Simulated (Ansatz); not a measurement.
**GaH₂ClO: molecular dynamics (part 4 of 4)**

GaH₂ClO; RKS PBE-D4/def2-SVP (Ansatz 0.2.0). It belongs to a series of runs on one base structure; here: dynamics from the last frame of an earlier run.

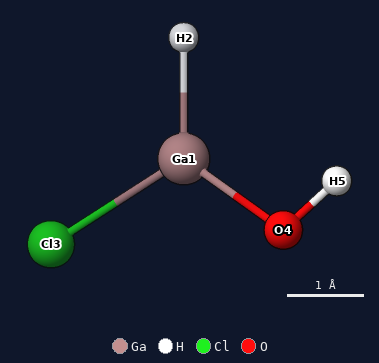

The geometry at step 128 of the log (ball-and-stick view, seen at an oblique angle; atoms are numbered from 1 in the order of the input).

## Trajectory as extended XYZ, continued
```
5
Properties=species:S:1:pos:R:3:forces:R:3 step=107 time_fs=26.8 energy=-66954.79402 temperature=174.9
Ga   -0.0826   -0.1728   -0.0715    0.4068   0.2046  -0.0831
H    -0.4164    0.2054    1.4025   -0.0445  -0.0287   0.1212
Cl    1.9344    0.1779   -0.7989   -0.2774  -0.0884  -0.0121
O    -1.2788   -0.8105   -1.2546   -0.7841  -0.2493   0.8007
H    -2.0844   -1.0027   -0.6892    0.6991   0.1618  -0.8266
5
Properties=species:S:1:pos:R:3:forces:R:3 step=109 time_fs=27.2 energy=-66954.79189 temperature=169.4
Ga   -0.0830   -0.1729   -0.0711    0.4108   0.2456  -0.0034
H    -0.4218    0.2124    1.4086   -0.0182  -0.0612   0.0122
Cl    1.9352    0.1780   -0.7995   -0.2961  -0.0914   0.0010
O    -1.2789   -0.8100   -1.2559   -0.7425  -0.2488   0.8208
H    -2.0772   -1.0075   -0.6833    0.6461   0.1559  -0.8306
5
Properties=species:S:1:pos:R:3:forces:R:3 step=111 time_fs=27.8 energy=-66954.79106 temperature=167.2
Ga   -0.0834   -0.1731   -0.0707    0.4137   0.2856   0.0716
H    -0.4272    0.2192    1.4147    0.0077  -0.0935  -0.0933
Cl    1.9360    0.1780   -0.8001   -0.3148  -0.0944   0.0140
O    -1.2791   -0.8096   -1.2571   -0.6205  -0.2268   0.7845
H    -2.0685   -1.0119   -0.6794    0.5139   0.1291  -0.7768
5
Properties=species:S:1:pos:R:3:forces:R:3 step=112 time_fs=28.0 energy=-66954.79080 temperature=166.5
Ga   -0.0836   -0.1732   -0.0704    0.4151   0.3050   0.1064
H    -0.4299    0.2226    1.4177    0.0203  -0.1092  -0.1437
Cl    1.9364    0.1781   -0.8004   -0.3241  -0.0959   0.0204
O    -1.2792   -0.8094   -1.2576   -0.5317  -0.2077   0.7456
H    -2.0637   -1.0140   -0.6782    0.4204   0.1078  -0.7287
5
Properties=species:S:1:pos:R:3:forces:R:3 step=114 time_fs=28.5 energy=-66954.78971 temperature=163.6
Ga   -0.0840   -0.1733   -0.0700    0.4177   0.3421   0.1694
H    -0.4354    0.2291    1.4234    0.0444  -0.1392  -0.2380
Cl    1.9371    0.1781   -0.8010   -0.3425  -0.0989   0.0329
O    -1.2795   -0.8090   -1.2586   -0.3057  -0.1542   0.6295
H    -2.0533   -1.0179   -0.6770    0.1861   0.0502  -0.5938
5
Properties=species:S:1:pos:R:3:forces:R:3 step=116 time_fs=29.0 energy=-66954.78669 temperature=155.8
Ga   -0.0844   -0.1735   -0.0696    0.4203   0.3762   0.2223
H    -0.4406    0.2353    1.4285    0.0666  -0.1668  -0.3217
Cl    1.9379    0.1781   -0.8016   -0.3607  -0.1018   0.0450
O    -1.2799   -0.8087   -1.2595   -0.0304  -0.0833   0.4708
H    -2.0425   -1.0218   -0.6772   -0.0957  -0.0244  -0.4164
5
Properties=species:S:1:pos:R:3:forces:R:3 step=118 time_fs=29.5 energy=-66954.78098 temperature=141.1
Ga   -0.0847   -0.1736   -0.0691    0.4229   0.4067   0.2642
H    -0.4458    0.2410    1.4328    0.0865  -0.1912  -0.3930
Cl    1.9386    0.1782   -0.8022   -0.3785  -0.1046   0.0565
O    -1.2802   -0.8084   -1.2603    0.2683  -0.0010   0.2866
H    -2.0319   -1.0257   -0.6784   -0.3992  -0.1099  -0.2143
5
Properties=species:S:1:pos:R:3:forces:R:3 step=120 time_fs=30.0 energy=-66954.77297 temperature=120.5
Ga   -0.0851   -0.1737   -0.0686    0.4253   0.4331   0.2946
H    -0.4507    0.2464    1.4362    0.1038  -0.2119  -0.4506
Cl    1.9393    0.1782   -0.8028   -0.3957  -0.1074   0.0675
O    -1.2805   -0.8080   -1.2611    0.5562   0.0831   0.1015
H    -2.0223   -1.0299   -0.6801   -0.6895  -0.1968  -0.0130
5
Properties=species:S:1:pos:R:3:forces:R:3 step=122 time_fs=30.5 energy=-66954.76432 temperature=98.3
Ga   -0.0854   -0.1738   -0.0682    0.4272   0.4547   0.3135
H    -0.4554    0.2512    1.4386    0.1183  -0.2285  -0.4936
Cl    1.9400    0.1782   -0.8034   -0.4124  -0.1101   0.0777
O    -1.2808   -0.8077   -1.2619    0.7941   0.1564  -0.0544
H    -2.0144   -1.0346   -0.6818   -0.9273  -0.2724   0.1568
5
Properties=species:S:1:pos:R:3:forces:R:3 step=124 time_fs=31.0 energy=-66954.75741 temperature=80.6
Ga   -0.0857   -0.1739   -0.0677    0.4285   0.4712   0.3209
H    -0.4598    0.2554    1.4397    0.1299  -0.2407  -0.5214
Cl    1.9406    0.1782   -0.8040   -0.4282  -0.1128   0.0872
O    -1.2809   -0.8073   -1.2627    0.9452   0.2057  -0.1516
H    -2.0086   -1.0399   -0.6832   -1.0754  -0.3234   0.2649
5
Properties=species:S:1:pos:R:3:forces:R:3 step=126 time_fs=31.5 energy=-66954.75423 temperature=72.4
Ga   -0.0860   -0.1739   -0.0672    0.4290   0.4822   0.3169
H    -0.4639    0.2591    1.4396    0.1385  -0.2481  -0.5337
Cl    1.9412    0.1782   -0.8046   -0.4433  -0.1153   0.0960
O    -1.2808   -0.8069   -1.2635    0.9846   0.2202  -0.1694
H    -2.0054   -1.0459   -0.6840   -1.1087  -0.3389   0.2903
5
Properties=species:S:1:pos:R:3:forces:R:3 step=128 time_fs=32.0 energy=-66954.75533 temperature=75.2
Ga   -0.0863   -0.1740   -0.0667    0.4288   0.4875   0.3015
H    -0.4677    0.2622    1.4383    0.1438  -0.2507  -0.5303
Cl    1.9418    0.1782   -0.8051   -0.4575  -0.1177   0.1039
O    -1.2807   -0.8064   -1.2643    0.9072   0.1948  -0.1029
H    -2.0048   -1.0528   -0.6841   -1.0223  -0.3138   0.2278
5
Properties=species:S:1:pos:R:3:forces:R:3 step=130 time_fs=32.5 energy=-66954.75959 temperature=86.1
Ga   -0.0866   -0.1740   -0.0662    0.4282   0.4869   0.2746
H    -0.4711    0.2647    1.4356    0.1458  -0.2483  -0.5114
Cl    1.9424    0.1782   -0.8057   -0.4709  -0.1201   0.1111
O    -1.2804   -0.8060   -1.2652    0.7295   0.1318   0.0358
H    -2.0067   -1.0604   -0.6836   -0.8326  -0.2504   0.0899
5
Properties=species:S:1:pos:R:3:forces:R:3 step=132 time_fs=33.0 energy=-66954.76485 temperature=99.5
Ga   -0.0869   -0.1740   -0.0657    0.4278   0.4806   0.2359
H    -0.4741    0.2666    1.4318    0.1444  -0.2410  -0.4773
Cl    1.9429    0.1782   -0.8063   -0.4836  -0.1224   0.1176
O    -1.2799   -0.8055   -1.2660    0.4839   0.0404   0.2211
H    -2.0105   -1.0687   -0.6830   -0.5724  -0.1575  -0.0973
5
Properties=species:S:1:pos:R:3:forces:R:3 step=134 time_fs=33.5 energy=-66954.76904 temperature=110.3
Ga   -0.0871   -0.1740   -0.0651    0.4281   0.4685   0.1852
H    -0.4769    0.2679    1.4268    0.1394  -0.2289  -0.4283
Cl    1.9434    0.1782   -0.8068   -0.4958  -0.1246   0.1234
O    -1.2794   -0.8050   -1.2668    0.2094  -0.0667   0.4225
H    -2.0157   -1.0773   -0.6825   -0.2811  -0.0483  -0.3027
5
Properties=species:S:1:pos:R:3:forces:R:3 step=136 time_fs=34.0 energy=-66954.77109 temperature=115.6
Ga   -0.0874   -0.1740   -0.0646    0.4297   0.4509   0.1224
H    -0.4793    0.2687    1.4208    0.1308  -0.2121  -0.3654
Cl    1.9438    0.1781   -0.8074   -0.5075  -0.1269   0.1286
O    -1.2789   -0.8045   -1.2675   -0.0570  -0.1759   0.6114
H    -2.0216   -1.0860   -0.6828    0.0040   0.0639  -0.4971
5
Properties=species:S:1:pos:R:3:forces:R:3 step=138 time_fs=34.5 energy=-66954.77120 temperature=115.9
Ga   -0.0876   -0.1739   -0.0641    0.4330   0.4283   0.0478
H    -0.4813    0.2690    1.4139    0.1186  -0.1909  -0.2895
Cl    1.9443    0.1781   -0.8079   -0.5189  -0.1291   0.1333
O    -1.2784   -0.8040   -1.2682   -0.2862  -0.2751   0.7665
H    -2.0275   -1.0945   -0.6843    0.2534   0.1668  -0.6581
5
Properties=species:S:1:pos:R:3:forces:R:3 step=140 time_fs=35.0 energy=-66954.77045 temperature=114.1
Ga   -0.0878   -0.1739   -0.0635    0.4383   0.4009  -0.0381
H    -0.4831    0.2688    1.4063    0.1031  -0.1658  -0.2019
Cl    1.9446    0.1780   -0.8084   -0.5300  -0.1312   0.1375
O    -1.2779   -0.8036   -1.2687   -0.4579  -0.3550   0.8740
H    -2.0328   -1.1027   -0.6874    0.4465   0.2512  -0.7715
5
Properties=species:S:1:pos:R:3:forces:R:3 step=142 time_fs=35.5 energy=-66954.77021 temperature=113.5
Ga   -0.0880   -0.1738   -0.0630    0.4454   0.3694  -0.1341
H    -0.4847    0.2682    1.3982    0.0846  -0.1373  -0.1046
Cl    1.9450    0.1780   -0.8089   -0.5409  -0.1334   0.1414
O    -1.2775   -0.8033   -1.2691   -0.5598  -0.4090   0.9267
H    -2.0370   -1.1102   -0.6922    0.5707   0.3103  -0.8294
5
Properties=species:S:1:pos:R:3:forces:R:3 step=144 time_fs=36.0 energy=-66954.77150 temperature=116.8
Ga   -0.0881   -0.1737   -0.0624    0.4541   0.3345  -0.2383
H    -0.4860    0.2673    1.3899    0.0634  -0.1061   0.0001
Cl    1.9453    0.1779   -0.8094   -0.5517  -0.1355   0.1450
O    -1.2772   -0.8030   -1.2694   -0.5853  -0.4326   0.9224
H    -2.0398   -1.1171   -0.6991    0.6194   0.3397  -0.8292
5
Properties=species:S:1:pos:R:3:forces:R:3 step=146 time_fs=36.5 energy=-66954.77453 temperature=124.6
Ga   -0.0883   -0.1736   -0.0619    0.4637   0.2970  -0.3478
H    -0.4872    0.2661    1.3816    0.0405  -0.0732   0.1092
Cl    1.9456    0.1778   -0.8099   -0.5622  -0.1376   0.1482
O    -1.2770   -0.8027   -1.2695   -0.5320  -0.4229   0.8621
H    -2.0412   -1.1231   -0.7079    0.5901   0.3367  -0.7717
5
Properties=species:S:1:pos:R:3:forces:R:3 step=148 time_fs=37.0 energy=-66954.77867 temperature=135.2
Ga   -0.0884   -0.1735   -0.0614    0.4732   0.2581  -0.4594
H    -0.4883    0.2648    1.3736    0.0166  -0.0396   0.2191
Cl    1.9458    0.1777   -0.8104   -0.5726  -0.1395   0.1512
O    -1.2768   -0.8026   -1.2695   -0.4013  -0.3791   0.7498
H    -2.0412   -1.1283   -0.7186    0.4841   0.3001  -0.6607
5
Properties=species:S:1:pos:R:3:forces:R:3 step=150 time_fs=37.5 energy=-66954.78259 temperature=145.3
Ga   -0.0886   -0.1734   -0.0609    0.4814   0.2190  -0.5685
H    -0.4894    0.2634    1.3661   -0.0071  -0.0067   0.3256
Cl    1.9460    0.1776   -0.8109   -0.5826  -0.1414   0.1540
O    -1.2767   -0.8024   -1.2694   -0.1995  -0.3022   0.5925
H    -2.0401   -1.1328   -0.7309    0.3078   0.2313  -0.5036
```

The run was set up as follows.

## Input
```yaml
crystal:
  periodic: [false, false, false]
  atoms:
    - { symbol: Ga, position_ang: [-0.066779, -0.165135, -0.080605] }
    - { symbol: H, position_ang: [-0.353177, 0.01141, 1.480397] }
    - { symbol: Cl, position_ang: [1.898946, 0.172567, -0.787313] }
    - { symbol: O, position_ang: [-1.265861, -0.841319, -1.230815] }
    - { symbol: H, position_ang: [-2.199595, -0.659582, -0.923896] }
basis:
  gaussian: { orbitals: def2-SVP }
hamiltonian:
  xc: pbe
  dispersion: d4
md:
  timestep: 0.25
  n_steps: 150
  ensemble: nve
  temperature: 100.0
  initial_velocities: maxwell_boltzmann
  seed: 110990
```

Launch command:
```bash
ansatz run input.yaml --threads 1 --pin off --max-ram 2048MiB --backend cpu --events-out ev --progress --plain --runs-dir out
```

## Key numbers

- outcome: finished
- mean temperature over the second half: 164 K
- trajectory: 150 steps, 37.5 fs
- ensemble: nve
- temperature in the input: 100.0 K
- time step: 0.25 fs
- potential energy (last step): −66954.7826 eV
- mean-field energy (last step): −66954.6938 eV
- largest force (length of the vector) (last step): 0.776 eV/Å
- hardware: 1 thread of Intel Xeon (Granite Rapids), 144 GiB of memory available, shared host
- wall time: 1.9 min
- peak memory: 0.14 GiB

So short a trajectory is not equilibrated.
